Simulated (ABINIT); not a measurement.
## A GW chain in ABINIT: H (I4/mmm)

Aim: the G0W0 gap of H (I4/mmm) on PBEsol, step by step.

Method: PBEsol and many-body steps on it, plane waves, in ABINIT 10.8.3.

**1. Starting point**

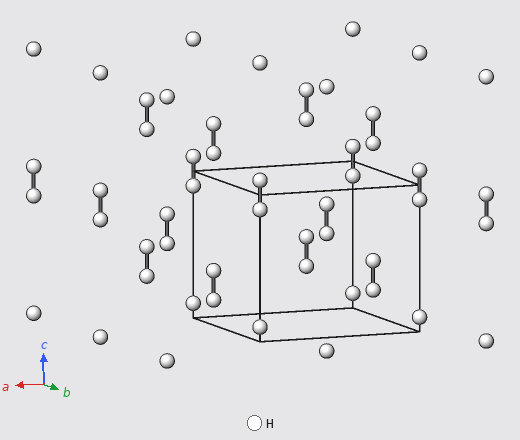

The cell as given, from a free direction (hydrogen white). 2×2×2 cells are drawn. This picture shows the conventional cell, with its axes. Bonds to atoms that aren't drawn are left out. Some periodic images of atoms are drawn too.

The cell and positions are those that the Materials Project relaxed with its own functionals (PBE, PBE+U or r2SCAN), kept fixed.

**2. Ground state**

This step: ABINIT 10.8.3; DFT, PBEsol, plane waves, norm-conserving pseudopotentials.

The ground-state density comes first.

Contents of run.abi:

```
acell 3*1.0 Angstrom
rprim 
  -2.159025810000 2.159025810000 1.853359060000
  2.159025810000 -2.159025810000 1.853359060000
  2.159025810000 2.159025810000 -1.853359060000
ntypat 1
znucl 1
natom 2
typat 1 1
xred 
  0.899945560000 0.899945560000 0.000000000000
  0.100054440000 0.100054440000 0.000000000000
pp_dirpath "pseudos"
pseudos "H.upf"
ecut 32
ngkpt 8 8 8
nshiftk 1
shiftk 0 0 0
kptopt 1
chksymbreak 0
nband 6
occopt 1
tolvrs 1e-10
nstep 60
prtwf 0
optforces 0
optstress 0
indata_prefix "in"
outdata_prefix "out"
tmpdata_prefix "tmp"
```

Command:

```sh
$ OMP_NUM_THREADS=1 mpirun -n 4 abinit run.abi > log
```

Numbers of over 12 decimals in the logs are rounded to 6 here.

The program printed:

```text
.Version 10.8.3 of ABINIT. v10.8.2 released Aug 2026.

 Symmetries : space group I4/m m m (#139); Bravais tI (body-center tetrag.)
================================================================================
 Values of the parameters that define the memory need of the present run
     intxc =       0    ionmov =       0      iscf =       7    lmnmax =       3
     lnmax =       3     mgfft =      36  mpssoang =       2    mqgrid =    3001
     natom =       2  nloc_mem =       1    nspden =       1   nspinor =       1
    nsppol =       1      nsym =      16    n1xccc =       0    ntypat =       1
    occopt =       1   xclevel =       2
-    mband =           6        mffmem =           1         mkmem =          15
       mpw =        2029          nfft =       46656          nkpt =          59
================================================================================
  Rough estimation (10% accuracy) of disk space for files :
================================================================================

--------------------------------------------------------------------------------
------------- Echo of variables that govern the present computation ------------
--------------------------------------------------------------------------------
 -outvars: echo values of preprocessed input variables --------
            acell      1.8897261259E+00  1.8897261259E+00  1.8897261259E+00 Bohr

      chksymbreak           0
             ecut      3.20000000E+01 Hartree
-          fftalg         312

              ixc     -116133
              kpt      0.00000000E+00  0.00000000E+00  0.00000000E+00
                       1.25000000E-01  0.00000000E+00  0.00000000E+00
                       2.50000000E-01  0.00000000E+00  0.00000000E+00
                       3.75000000E-01  0.00000000E+00  0.00000000E+00
                       5.00000000E-01  0.00000000E+00  0.00000000E+00
                       1.25000000E-01  1.25000000E-01  0.00000000E+00
                       2.50000000E-01  1.25000000E-01  0.00000000E+00
                       3.75000000E-01  1.25000000E-01  0.00000000E+00
                       5.00000000E-01  1.25000000E-01  0.00000000E+00
   [... 39 further rows ...]
                       5.00000000E-01  5.00000000E-01  2.50000000E-01
                      -3.75000000E-01  5.00000000E-01  2.50000000E-01
                       outvar_i_n : Printing only first  50 k-points.
         kptrlatt        8    0    0      0    8    0      0    0    8
          kptrlen      5.39977256E+01
P           mkmem          15
            natom           2
            nband           6
            ngfft          36      36      36
             nkpt          59
            nstep          60
             nsym          16
           ntypat           1
              occ      2.000000  0.000000  0.000000  0.000000  0.000000  0.000000
        optforces           0
        optstress           0
            prtwf           0
            rprim     -2.1590258100E+00  2.1590258100E+00  1.8533590600E+00
[...]
spgroup         139

           tolvrs      1.00000000E-10

             xred      8.9994556000E-01  8.9994556000E-01 -3.2122723544E-18
[...]
znucl        1.00000

================================================================================

 chkinp: Checking input parameters for consistency.

================================================================================
== DATASET  1 ==================================================================
-   mpi_nproc: 4, omp_nthreads: 1 (-1 if OMP is not activated)

--- !DatasetInfo
iteration_state: {dtset: 1, }
dimensions: {natom: 2, nkpt: 59, mband: 6, nsppol: 1, nspinor: 1, nspden: 1, mpw: 2029, }
cutoff_energies: {ecut:  32.0, pawecutdg:  -1.0, }
electrons: {nelect:   2.00000000E+00, charge:   0.00000000E+00, occopt:   1.00000000E+00, tsmear:   1.00000000E-02, }

 Real(R)+Recip(G) space primitive vectors, cartesian coordinates (Bohr,Bohr^-1):
 R(1)= -4.0799675  4.0799675  3.5023410  G(1)=  0.0000000  0.1225500  0.1427617
 R(2)=  4.0799675 -4.0799675  3.5023410  G(2)=  0.1225500  0.0000000  0.1427617
 R(3)=  4.0799675  4.0799675 -3.5023410  G(3)=  0.1225500  0.1225500  0.0000000
 Unit cell volume ucvol=  2.3320176E+02 bohr^3
 Angles (23,13,12)=  1.05619281E+02  1.05619281E+02  1.17484728E+02 degrees

 getcut: wavevector=  0.0000  0.0000  0.0000  ngfft=  36  36  36
         ecut(hartree)=     32.000   => boxcut(ratio)=   2.09487

--- Pseudopotential description ------------------------------------------------
- H Generated using ONCVPSP code by D. R. Hamann
-  1.00000   1.00000  180301                  znucl, zion, pspdat
12 -116133 1 -1 1180                          pspcod,pspxc,lmax,lloc,mmax
     nproj     2     1
  pspatm : epsatm=    0.35585368
         --- l  ekb(1:nproj) -->
             0   -1.674911   -0.523609
             1   -0.494138
 pspatm: atomic psp has been read  and splines computed

   1.42341470E+00                                ecore*ucvol(ha*bohr**3)
--------------------------------------------------------------------------------

_setup2: Arith. and geom. avg. npw (full set) are    2016.381    2016.367

================================================================================

--- !BeginCycle
iteration_state: {dtset: 1, }
solver: {iscf: 7, nstep: 60, nline: 4, wfoptalg: 0, }
tolerances: {tolvrs: 1.00E-10, }

     iter   Etot(hartree)      deltaE(h)  residm     vres2
 ETOT  1  -1.140296    -1.140E+00 1.198E-02 7.362E+01
 ETOT  2  -1.147400    -7.104E-03 7.461E-05 3.785E+00
 ETOT  3  -1.147435    -3.460E-05 4.847E-05 3.101E-01
 ETOT  4  -1.147439    -4.145E-06 2.757E-05 4.804E-03
 ETOT  5  -1.147439    -6.965E-08 1.615E-05 6.870E-05
 ETOT  6  -1.147439    -7.610E-10 8.895E-06 1.260E-06
 ETOT  7  -1.147439    -7.249E-12 5.019E-06 6.602E-08
 ETOT  8  -1.147439    -6.408E-13 2.742E-06 9.760E-10
 ETOT  9  -1.147439     1.599E-14 1.539E-06 2.664E-11

 At SCF step    9       vres2   =  2.66E-11 < tolvrs=  1.00E-10 =>converged.

--- !ResultsGS
iteration_state: {dtset: 1, }
comment   : Summary of ground state results
lattice_vectors:
- [ -4.0799675,   4.0799675,   3.5023410, ]
- [  4.0799675,  -4.0799675,   3.5023410, ]
- [  4.0799675,   4.0799675,  -3.5023410, ]
lattice_lengths: [   6.74972,    6.74972,    6.74972, ]
lattice_angles: [105.619, 105.619, 117.485, ] # degrees, (23, 13, 12)
lattice_volume:   2.3320176E+02
convergence: {deltae:  1.599E-14, res2:  2.664E-11, residm:  1.539E-06, diffor:  0.000E+00, }
etotal    :  -1.14743899E+00
entropy   :   0.00000000E+00
fermie    :  -3.27132083E-01
cartesian_stress_tensor: null
pressure_GPa: null
xred      :
- [  8.9995E-01,   8.9995E-01,  -3.2123E-18,  H]
- [  1.0005E-01,   1.0005E-01,  -3.5714E-19,  H]
cartesian_forces: null
force_length_stats: {min: null, max: null, mean: null, }

 Integrated electronic density in atomic spheres:
 ------------------------------------------------
 Atom  Sphere_radius  Integrated_density
    1        2.00000          1.49016409
    2        2.00000          1.49016409
================================================================================

 ----iterations are completed or convergence reached----

 Mean square residual over all n,k,spin=   52.467E-10; max=  15.394E-07
 reduced coordinates (array xred) for    2 atoms
       0.899945560000      0.899945560000     -0.000000000000
       0.100054440000      0.100054440000     -0.000000000000
 rms dE/dt=  0.0000E+00; max dE/dt=  0.0000E+00; dE/dt below (all hartree)
    1       0.000000000000      0.000000000000      0.000000000000
    2       0.000000000000      0.000000000000      0.000000000000

 cartesian coordinates (angstrom) at end:
    1     -0.000000     0.000000     3.335845
    2     -0.000000    -0.000000     0.370874
 length scales=  1.889726125908  1.889726125908  1.889726125908 bohr
              =  1.000000000000  1.000000000000  1.000000000000 angstroms
 prteigrs : about to open file out_EIG
 Fermi (or HOMO) energy (hartree) =  -0.32713   Average Vxc (hartree)=  -0.15907
 Eigenvalues (hartree) for nkpt=  59  k points:
 kpt#   1, nband=  6, wtk=  0.00195, kpt=  0.0000  0.0000  0.0000 (reduced coord)
  -0.36881    0.10771    0.26006    0.39869    0.39869    0.48380
 prteigrs : prtvol=0 or 1, do not print more k-points.

--- !EnergyTerms
iteration_state     : {dtset: 1, }
comment             : Components of total free energy in Hartree
kinetic             :  1.09823837846109E+00
hartree             :  4.62748105897285E-01
xc                  : -6.67194485327908E-01
Ewald energy        : -2.05833199613737E-01
psp_core            :  6.10379052992845E-03
local_psp           : -1.64697654108797E+00
non_local_psp       : -1.94525042051798E-01
total_energy        : -1.14743899319311E+00
total_energy_eV     : -3.12234056374772E+01
band_energy         : -6.81874575089944E-01

== END DATASET(S) ==============================================================
================================================================================

 -outvars: echo values of variables after computation  --------
           etotal     -1.1474389932E+00
            nband           6
             nkpt          59
          spgroup         139
 [... the other variables as echoed above ...]

 Calculation completed.
```

Wall time 5.1 s (4 MPI ranks of Arm Neoverse V1, shared host); peak memory 0.27 GiB; 20 s of CPU time.

This step gave:

```yaml
total_energy: -31.22 eV
gap: 9.439 eV
k_of_the_valence_top: 0.5, 0.5, 0.5
k_of_the_conduction_bottom: 0.5, 0, 0
least_direct_gap: 9.657 eV
```

The gap is indirect, with the least direct gap 0.22 eV higher.

**3. Bands along the symmetry lines**

Levels along a band path, at the cheap level, show where the edges lie and whether the meshes to come will hold them.

Contents of run.abi:

```
acell 3*1.0 Angstrom
rprim 
  -2.159025810000 2.159025810000 1.853359060000
  2.159025810000 -2.159025810000 1.853359060000
  2.159025810000 2.159025810000 -1.853359060000
ntypat 1
znucl 1
natom 2
typat 1 1
xred 
  0.899945560000 0.899945560000 0.000000000000
  0.100054440000 0.100054440000 0.000000000000
pp_dirpath "pseudos"
pseudos "H.upf"
ecut 32
iscf -2
irdden 1
kptopt 0
nkpt 67
kpt 
  0.00000000 0.00000000 0.00000000
  0.00000000 0.00000000 0.06250000
  0.00000000 0.00000000 0.12500000
  0.00000000 0.00000000 0.18750000
  0.00000000 0.00000000 0.25000000
  0.00000000 0.00000000 0.31250000
  0.00000000 0.00000000 0.37500000
  0.00000000 0.00000000 0.43750000
  -0.00000000 0.00000000 0.50000000
  -0.06250000 0.06250000 0.50000000
  -0.12500000 0.12500000 0.50000000
  -0.18750000 0.18750000 0.50000000
  -0.25000000 0.25000000 0.50000000
  -0.31250000 0.31250000 0.50000000
  -0.37500000 0.37500000 0.50000000
  -0.43750000 0.43750000 0.50000000
  -0.50000000 0.50000000 0.50000000
  -0.43750000 0.43750000 0.43750000
  -0.37500000 0.37500000 0.37500000
  -0.31250000 0.31250000 0.31250000
  -0.25000000 0.25000000 0.25000000
  -0.18750000 0.18750000 0.18750000
  -0.12500000 0.12500000 0.12500000
  -0.06250000 0.06250000 0.06250000
  0.00000000 0.00000000 0.00000000
  0.05427785 0.05427785 -0.05427785
  0.10855571 0.10855571 -0.10855571
  0.16283357 0.16283357 -0.16283357
  0.21711142 0.21711142 -0.21711142
  0.27138927 0.27138927 -0.27138927
  0.32566713 0.32566713 -0.32566713
  0.37994499 0.37994499 -0.37994499
  0.43422284 0.43422284 -0.43422284
  -0.43422284 0.56577716 0.43422284
  -0.44244499 0.55755502 0.44244499
  -0.45066713 0.54933287 0.45066713
  -0.45888927 0.54111073 0.45888927
  -0.46711142 0.53288858 0.46711142
  -0.47533357 0.52466643 0.47533357
  -0.48355571 0.51644429 0.48355571
  -0.49177785 0.50822214 0.49177785
  -0.50000000 0.50000000 0.50000000
  0.00000000 0.00000000 0.50000000
  0.03125000 0.03125000 0.46875000
  0.06250000 0.06250000 0.43750000
  0.09375000 0.09375000 0.40625000
  0.12500000 0.12500000 0.37500000
  0.15625000 0.15625000 0.34375000
  0.18750000 0.18750000 0.31250000
  0.21875000 0.21875000 0.28125000
  0.25000000 0.25000000 0.25000000
  0.21875000 0.28125000 0.21875000
  0.18750000 0.31250000 0.18750000
  0.15625000 0.34375000 0.15625000
  0.12500000 0.37500000 0.12500000
  0.09375000 0.40625000 0.09375000
  0.06250000 0.43750000 0.06250000
  0.03125000 0.46875000 0.03125000
  0.00000000 0.50000000 0.00000000
  0.00000000 0.43750000 0.00000000
  0.00000000 0.37500000 0.00000000
  0.00000000 0.31250000 0.00000000
  0.00000000 0.25000000 0.00000000
  0.00000000 0.18750000 0.00000000
  0.00000000 0.12500000 0.00000000
  0.00000000 0.06250000 0.00000000
  0.00000000 0.00000000 0.00000000
istwfk *1
nband 8
nbdbuf 2
tolwfr 1e-08
nstep 40
prtwf 0
prtvol 0
indata_prefix "in"
outdata_prefix "out"
tmpdata_prefix "tmp"
```

The program printed:

```text
.Version 10.8.3 of ABINIT. v10.8.2 released Aug 2026.

 Symmetries : space group I4/m m m (#139); Bravais tI (body-center tetrag.)
[... echo of the input left out ...]
== DATASET  1 ==================================================================
-   mpi_nproc: 4, omp_nthreads: 1 (-1 if OMP is not activated)

--- !DatasetInfo
iteration_state: {dtset: 1, }
dimensions: {natom: 2, nkpt: 67, mband: 8, nsppol: 1, nspinor: 1, nspden: 1, mpw: 2041, }
cutoff_energies: {ecut:  32.0, pawecutdg:  -1.0, }
electrons: {nelect:   2.00000000E+00, charge:   0.00000000E+00, occopt:   1.00000000E+00, tsmear:   1.00000000E-02, }

 Real(R)+Recip(G) space primitive vectors, cartesian coordinates (Bohr,Bohr^-1):
 R(1)= -4.0799675  4.0799675  3.5023410  G(1)=  0.0000000  0.1225500  0.1427617
 R(2)=  4.0799675 -4.0799675  3.5023410  G(2)=  0.1225500  0.0000000  0.1427617
 R(3)=  4.0799675  4.0799675 -3.5023410  G(3)=  0.1225500  0.1225500  0.0000000
 Unit cell volume ucvol=  2.3320176E+02 bohr^3
 Angles (23,13,12)=  1.05619281E+02  1.05619281E+02  1.17484728E+02 degrees

 getcut: wavevector=  0.0000  0.0000  0.0000  ngfft=  36  36  36
         ecut(hartree)=     32.000   => boxcut(ratio)=   2.09487

--- Pseudopotential description ------------------------------------------------
- H Generated using ONCVPSP code by D. R. Hamann
-  1.00000   1.00000  180301                  znucl, zion, pspdat
12 -116133 1 -1 1180                          pspcod,pspxc,lmax,lloc,mmax
     nproj     2     1
  pspatm : epsatm=    0.35585368
         --- l  ekb(1:nproj) -->
             0   -1.674911   -0.523609
             1   -0.494138
 pspatm: atomic psp has been read  and splines computed

--------------------------------------------------------------------------------

================================================================================
 prteigrs : about to open file out_EIG
 Non-SCF case, kpt    1 (  0.00000  0.00000  0.00000), residuals and eigenvalues=
  4.47E-09  3.94E-09  4.71E-09  3.05E-09  5.25E-09  1.58E-09  1.15E-08  1.27E-07
 -3.6881E-01  1.0771E-01  2.6006E-01  3.9869E-01  3.9869E-01  4.8380E-01
  5.1186E-01  5.6599E-01
 Non-SCF case, kpt    2 (  0.00000  0.00000  0.06250), residuals and eigenvalues=
  2.53E-10  7.52E-10  2.72E-09  9.79E-10  6.86E-09  2.66E-09  8.53E-09  7.63E-07
 -3.6796E-01  1.0554E-01  2.5776E-01  3.7934E-01  3.9973E-01  5.0121E-01
  5.0560E-01  5.5199E-01
 Non-SCF case, kpt    3 (  0.00000  0.00000  0.12500), residuals and eigenvalues=
  6.34E-09  6.04E-10  1.25E-09  2.02E-09  8.30E-09  3.31E-09  7.98E-08  1.86E-05
 -3.6550E-01  9.9196E-02  2.5153E-01  3.4445E-01  4.0255E-01  4.9050E-01
[...]
Non-SCF case, kpt   66 (  0.00000  0.06250  0.00000), residuals and eigenvalues=
[...]
-3.6769E-01  1.0316E-01  2.6093E-01  3.8773E-01  3.9848E-01  4.9310E-01
  5.0598E-01  5.3875E-01
 Non-SCF case, kpt   67 (  0.00000  0.00000  0.00000), residuals and eigenvalues=
[...]
-3.6881E-01  1.0771E-01  2.6006E-01  3.9869E-01  3.9869E-01  4.8380E-01
  5.1186E-01  5.6599E-01

--- !ResultsGS
iteration_state: {dtset: 1, }
comment   : Summary of ground state results
lattice_vectors:
- [ -4.0799675,   4.0799675,   3.5023410, ]
- [  4.0799675,  -4.0799675,   3.5023410, ]
- [  4.0799675,   4.0799675,  -3.5023410, ]
lattice_lengths: [   6.74972,    6.74972,    6.74972, ]
lattice_angles: [105.619, 105.619, 117.485, ] # degrees, (23, 13, 12)
lattice_volume:   2.3320176E+02
convergence: {deltae:  0.000E+00, res2:  0.000E+00, residm:  9.937E-09, diffor:  0.000E+00, }
etotal    :  -1.14743899E+00
entropy   :   0.00000000E+00
fermie    :  -3.27132083E-01
cartesian_stress_tensor: null
pressure_GPa: null
xred      :
- [  8.9995E-01,   8.9995E-01,  -3.2123E-18,  H]
- [  1.0005E-01,   1.0005E-01,  -3.5714E-19,  H]
cartesian_forces: null
force_length_stats: {min: null, max: null, mean: null, }

 Integrated electronic density in atomic spheres:
 ------------------------------------------------
 Atom  Sphere_radius  Integrated_density
    1        2.00000          1.49016409
    2        2.00000          1.49016409
================================================================================

 ----iterations are completed or convergence reached----

 Mean square residual over all n,k,spin=   31.497E-10; max=  99.370E-10
 reduced coordinates (array xred) for    2 atoms
       0.899945560000      0.899945560000     -0.000000000000
       0.100054440000      0.100054440000     -0.000000000000

 cartesian coordinates (angstrom) at end:
    1     -0.000000     0.000000     3.335845
    2     -0.000000    -0.000000     0.370874
 length scales=  1.889726125908  1.889726125908  1.889726125908 bohr
              =  1.000000000000  1.000000000000  1.000000000000 angstroms
 prteigrs : about to open file out_EIG
 Eigenvalues (hartree) for nkpt=  67  k points:
 kpt#   1, nband=  8, wtk=  1.00000, kpt=  0.0000  0.0000  0.0000 (reduced coord)
[...]
kpt#   2, nband=  8, wtk=  1.00000, kpt=  0.0000  0.0000  0.0625 (reduced coord)
[...]
kpt#   3, nband=  8, wtk=  1.00000, kpt=  0.0000  0.0000  0.1250 (reduced coord)
[...]
kpt#  66, nband=  8, wtk=  1.00000, kpt=  0.0000  0.0625  0.0000 (reduced coord)
  -0.36769    0.10316    0.26093    0.38773    0.39848    0.49310    0.50598    0.53875
 kpt#  67, nband=  8, wtk=  1.00000, kpt=  0.0000  0.0000  0.0000 (reduced coord)
  -0.36881    0.10771    0.26006    0.39869    0.39869    0.48380    0.51186    0.56599

== END DATASET(S) ==============================================================
================================================================================

 -outvars: echo values of variables after computation  --------
            nband           8
             nkpt          67
          spgroup         139
 [... the other variables as echoed above ...]

 Calculation completed.
```

Elapsed: 3.2 s, on 4 MPI ranks; peak memory 0.25 GiB.

Numbers from this step:

```yaml
gap: 9.437 eV
k_of_the_valence_top: 0.4342, 0.4342, -0.4342
k_of_the_conduction_bottom: 0, 0.5, 0
least_direct_gap: 9.657 eV
```

The gap is 9.437 eV, −0.002 eV from the run before at this level.

Electronic bands along the path, in eV, zero at the top of the highest filled band; v1 is the highest filled band, c1 the lowest empty one:

| point | v1 | c1 | c2 | c3 | c4 |
| --- | --- | --- | --- | --- | --- |
| Γ | -1.14 | 11.83 | 15.98 | 19.75 | 19.75 |
| X | -0.45 | 10.05 | 14.72 | 15.25 | 19.99 |
| M | 0.00 | 13.10 | 13.15 | 13.15 | 15.16 |
| Γ | -1.14 | 11.83 | 15.98 | 19.75 | 19.75 |
| Z | 0.00 | 12.05 | 13.33 | 13.33 | 15.35 |
| jump to Z0 | 0.00 | 12.05 | 13.33 | 13.33 | 15.35 |
| M | 0.00 | 13.10 | 13.15 | 13.15 | 15.16 |
| jump to X | -0.45 | 10.05 | 14.72 | 15.25 | 19.99 |
| P | -0.16 | 10.46 | 12.74 | 12.74 | 21.21 |
| N | -0.22 | 9.44 | 14.88 | 16.28 | 16.93 |
| Γ | -1.14 | 11.83 | 15.98 | 19.75 | 19.75 |

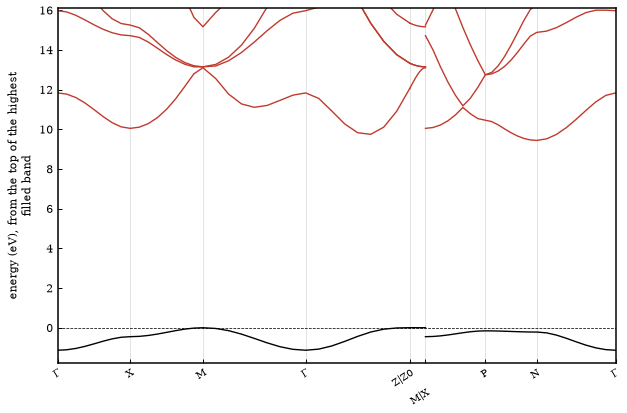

Electronic bands along the path; lines of filled and empty bands in two colours.

(Continued in part 2 of 2.)

[Paths, hosts, dates, memory and timing lines, banners, echoed tables and standing remarks are left out of the program output.]

[Logs are printed without paths, hosts, clocks, repeated set-up lines and the standing remarks that a program may print on its own settings, such as how far it seeks lower states.]

[Runs of the session that timed out or met a known fault of the program may be left out.]

[Hosts, paths, dates, database ids (printed as entryN), source tags and the programs' standing remarks are cut or masked in the printed files.]

[G0W0 gaps are taken among the corrected bands and points alone; a level outside them can change the order at an edge.]

[Where Ansatz stands beside ABINIT at settings called matched, ABINIT's density can come from a denser mesh and the files from another edition; pairs whose starting gaps differed by over 0.03 eV were left out, so agreement reads better than it is.]
